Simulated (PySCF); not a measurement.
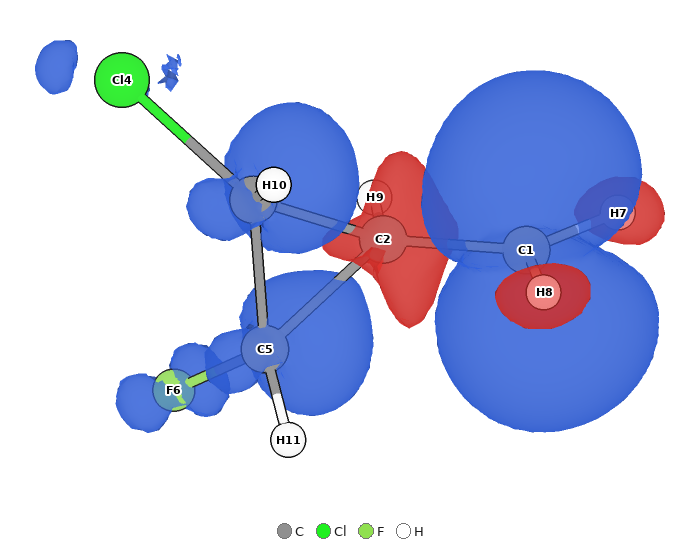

Figure. C₄H₅ClF (doublet). Isosurfaces of the spin density at +0.015 (blue) and −0.015 e/Å³ (red), seen across its widest extent.

Geometry: GFN2-xTB.

These are results of UKS B3LYP, pcH-1 on C Cl F H, non-relativistic, mean-field spin-orbit, GIAO in PySCF, not measurements.

```yaml
atoms:
  - { symbol: C, position_ang: [0.1309, -0.7688, -1.4591] }
  - { symbol: C, position_ang: [-0.4312, -0.3107, -0.2299] }
  - { symbol: C, position_ang: [-0.0278, 1.0545, 0.3629] }
  - { symbol: Cl, position_ang: [-1.2639, 2.0638, 1.0748] }
  - { symbol: C, position_ang: [0.4012, -0.1971, 1.0443] }
  - { symbol: F, position_ang: [-0.1922, -0.5515, 2.2081] }
  - { symbol: H, position_ang: [-0.4705, -1.3003, -2.1672] }
  - { symbol: H, position_ang: [1.1532, -0.5557, -1.7027] }
  - { symbol: H, position_ang: [-1.4642, -0.5786, -0.0450] }
  - { symbol: H, position_ang: [0.7236, 1.6316, -0.1584] }
  - { symbol: H, position_ang: [1.4465, -0.4843, 1.0463] }
```

Question: Describe the spin distribution.

Answer: The unpaired spin (1 electron) lies mostly on C1 (about 0.7) and C3 (about 0.1), in electrons by Hirshfeld's partition.
